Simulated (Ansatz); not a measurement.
**C3H6 (propene) at PBE/cc-pVDZ**

Aim: the electronic atomisation energy of C3H6 (propene) at PBE/cc-pVDZ, from 3 runs. 

The results are computed with Ansatz 0.2.0.

30 further runs of the same task are left out: 30 set aside as unsound or not needed.

## 1. The molecule

C3H6: 9 atoms, total charge 0, spin state singlet. As SMILES, `C=CC`. The coordinates come from a PBE0-D4/def2-TZVP relaxation.

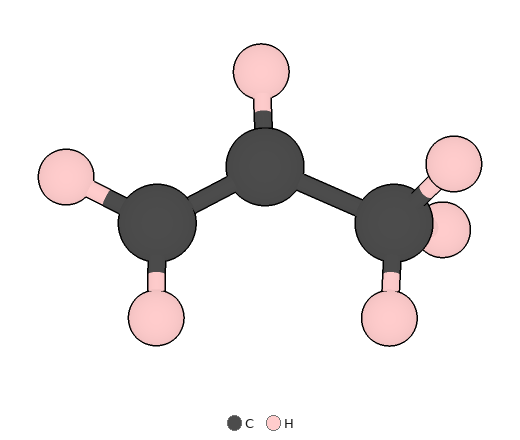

The structure, seen from a chosen angle (carbon dark grey, hydrogen pink).

## 2. A single-point energy at PBE/cc-pVDZ

input.yaml reads:

```yaml
crystal:
  periodic: [false, false, false]
  atoms:
    - symbol: C
      position_ang: [-1.129400, 0.554100, -0.580200]
    - symbol: C
      position_ang: [0.157600, 0.266300, -0.447400]
    - symbol: C
      position_ang: [0.744900, -0.543600, 0.656400]
    - symbol: H
      position_ang: [-1.864800, 0.202700, 0.137400]
    - symbol: H
      position_ang: [-1.495500, 1.149800, -1.408200]
    - symbol: H
      position_ang: [0.857000, 0.641500, -1.192300]
    - symbol: H
      position_ang: [1.261600, -1.425300, 0.264300]
    - symbol: H
      position_ang: [1.490400, 0.033400, 1.212800]
    - symbol: H
      position_ang: [-0.021900, -0.879100, 1.357300]
basis:
  gaussian:
    orbitals: cc-pVDZ
hamiltonian:
  xc: pbe
accuracy: high
total_charge: 0
output:
  orbitals: {seedname: orbitals}
```

On the command line:

```sh
ansatz run input.yaml --threads 1 --pin off --max-ram 3480MiB --events-out events.jsonl --progress --plain --runs-dir runs
```

The log of the run:

```text
Warning: RAYON_NUM_THREADS=1 ignored (pool sized by the plan → 1); use --threads N
Functional definition: PBE
  name "PBE"
  parameter kappa = 0.804
  parameter beta = 0.06672455060314922
  exchange = pbe_x(kappa = kappa, mu = beta*pi^2/3)
  correlation = pbe_c(beta = beta)
1734 factors; integrals over basis functions are off by at most 3.1e-9 eV
mean field evaluation 1: about -3194.9897 eV, gradient 5.7e1 eV
mean field evaluation 2: about -3186.8696 eV, gradient 7.8e1 eV
mean field evaluation 4: about -3203.5647 eV, gradient 7.3e0 eV
mean field evaluation 8: about -3203.6942 eV, gradient 8.5e-2 eV
mean field evaluation 16: about -3203.6942 eV, gradient 1.2e-6 eV
mean field -3203.69418830 eV, -117.7335898782 hartree, gradient 2.9e-8 eV, S^2 0.000000; 0 other end points of the search recorded, 0 dependent functions left out
reference -3203.69419152 eV, -117.7335899963 hartree; 12, 12 occupied and 60, 60 virtual orbitals, 1734 factors
Total energy: -3203.69419152 eV, -117.7335899963 hartree
```

Run time: 3.6 s. Hardware: 1 thread of Arm Neoverse V2, shared host; peak memory 0.19 GiB.

## 3. The C atom

input.yaml reads:

```yaml
crystal:
  periodic: [false, false, false]
  atoms:
    - {symbol: C, position_ang: [0.000000, 0.000000, 0.000000]}
basis:
  gaussian:
    orbitals: cc-pVDZ
total_charge: 0
magnetization:
  spin_polarized: true
  initial_magnetization: 2
hamiltonian:
  xc: {name: PBE}
accuracy: high
```

Run the same way, it converges to -37.78854 Eh (log not shown).

## 4. The H atom

input.yaml reads:

```yaml
crystal:
  periodic: [false, false, false]
  atoms:
    - {symbol: H, position_ang: [0.000000, 0.000000, 0.000000]}
basis:
  gaussian:
    orbitals: cc-pVDZ
total_charge: 0
magnetization:
  spin_polarized: true
  initial_magnetization: 1
hamiltonian:
  xc: {name: PBE}
accuracy: high
```

Run the same way, it converges to -0.49863 Eh (log not shown).

## 5. Results

At PBE/cc-pVDZ:

| quantity | value |
| --- | --- |
| molecule: total energy | -117.73359 Eh |
| molecule: HOMO energy | -6.06 eV |
| molecule: LUMO energy | -0.30 eV |
| molecule: HOMO–LUMO gap | 5.76 eV |
| C atom: total energy | -37.78854 Eh |
| C atom: ⟨S²⟩ | 2.002 |
| H atom: total energy | -0.49863 Eh |
| H atom: ⟨S²⟩ | 0.750 |
| electronic atomisation energy | 37.448 eV |

In words: Taking the molecule apart into free atoms costs 37.45 eV (3613 kJ/mol), before zero-point energy and without spin-orbit coupling.
